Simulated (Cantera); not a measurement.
A closed system holds: 1 mol FeS, 47 mol H₂, 0.84 mol N₂, equilibrated at 25.0 mbar.

These are equilibrium values from Cantera (NASA tables, ideal gas, pure condensed phases), not measurements of a reactor. Candidate condensed phases: Fe, FeS, FeS₂, S; 16 gas species. Metal and sulfide melt together well below either melting point, which pure phases cannot show. Mutual solubility and eutectic melting of coexisting phases are not modelled. FeS: taken at fixed stoichiometry. Gases not in the tables: S₃ to S₇. Kinetics and transport are ignored.

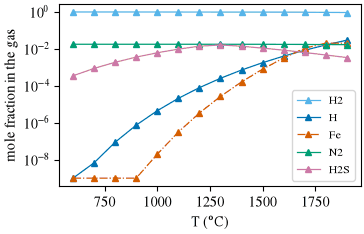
Figure. Equilibrium gas composition (values under 1e-9 drawn at 1e-9)

From 600 °C to 900 °C the condensed part is Fe(α) + FeS(s). From 1000 °C to 1100 °C the condensed part is Fe(γ) + FeS(s). From 1200 °C to 1300 °C the condensed part is Fe(γ) + FeS(l). From 1400 °C to 1500 °C the condensed part is Fe(δ). From 1600 °C to 1700 °C the condensed part is Fe(l). From 1800 °C to 1900 °C nothing is condensed.
